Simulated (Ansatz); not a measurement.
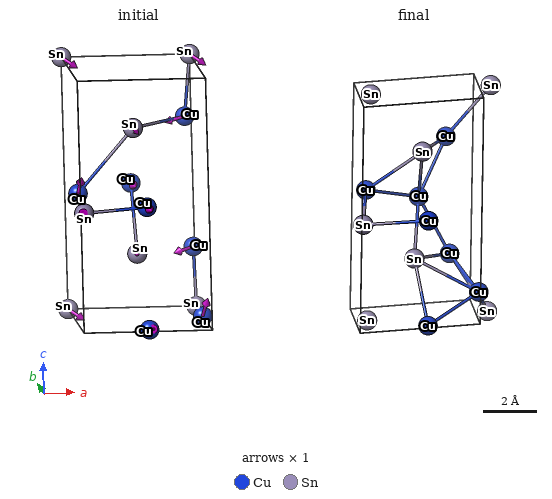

The structure of crystalline Cu3Sn2 (a generated structure, set up in P1) (coarse preliminary run) before (left) and after (right) a relaxation, at one scale. The purple arrows give the displacements (the part carried along by the change of the cell is left out), at their true length.

Style: ball-and-stick. Shown: the cell of the calculation, from a free direction.

Method: DFT PBE, scalar-relativistic, plane waves, PAW (Ansatz 0.2.0). Settings: plane-wave cutoff 420 eV; k-point mesh 4 × 4 × 2; occupations gaussian; smearing width 0.2 eV; no spin polarisation; cell and atoms relaxed; force threshold 0.025 eV/Å; at most 60 steps.

**Summarise the run.**

The run was cut off at its time limit before the relaxation converged, so the last structure is only a point on the way. A Cu atom moves most relative to the cell: 0.91 Å roughly along [−2 −1 0]. By element the largest moves are Cu 0.91 Å, Sn 0.83 Å. The drawn cell changes as follows: a 4.902 → 4.620 Å (−5.8 %), b 4.921 → 4.764 Å (−3.2 %), c 9.736 → 8.716 Å (−10.5 %), α 90.1° → 89.5°, β 91.6° → 86.6°, γ 89.8° → 84.5°; the volume changes by −18.8 %. Among the contacts that change: Cu–Cu 3.406 → 2.478 Å, Cu–Sn 3.469 → 2.578 Å, Cu–Cu 3.378 → 2.524 Å, Cu–Cu 3.453 → 2.599 Å. New bonds form: Cu–Cu (3.20 → 2.58 Å), Cu–Cu (3.22 → 2.60 Å), Cu–Cu (3.27 → 2.51 Å), Cu–Cu (3.28 → 2.52 Å). Among the angles between lasting bonds that change: Cu–Sn–Cu 172.4° → 107.2°, Cu–Sn–Cu 165.5° → 110.4°, Sn–Cu–Sn 173.5° → 119.0°. The space group stays P1 (No. 1). The energy falls by 523 meV per atom in 7 geometry steps. Largest force component: 2.2 eV/Å at the start, 0.26 eV/Å at the end. The pressure goes from −0.84 to −0.14 GPa.
